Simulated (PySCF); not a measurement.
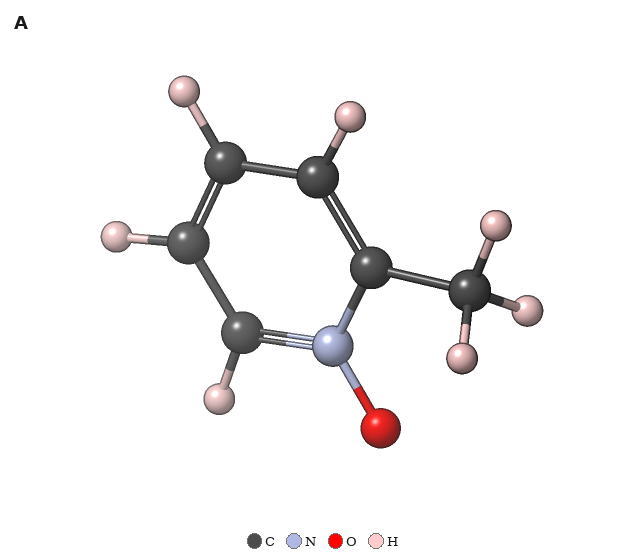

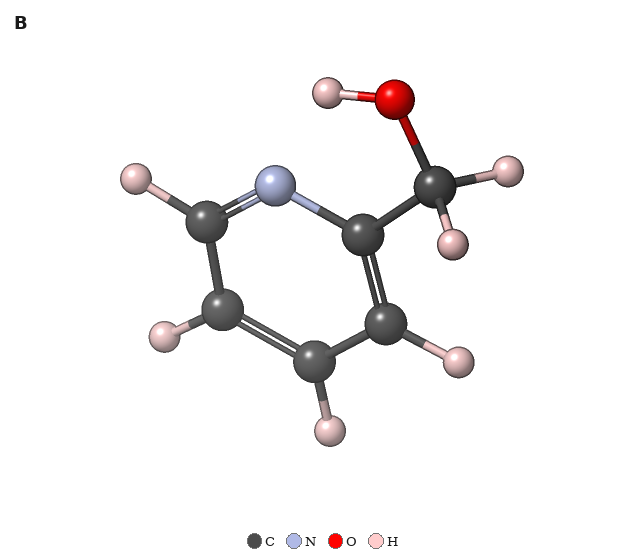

2 stationary structures of one formula. Geometries: PBE0-D3(BJ)/def2-SVP. Electronic energies: PBE0-D3(BJ)/def2-SVP (PySCF 2.14.0), without zero-point energy. No frequency run is at hand to confirm each as a minimum. Each is one conformer, not always the lowest.

**How are they related?**

They are constitutional isomers of C6H7NO: A `Cc1cccc[n+]1[O-]`, B `OCc1ccccn1`.

**Which is lowest in energy, and by how much?**

B is lowest; A lies 122.4 kJ/mol above it.
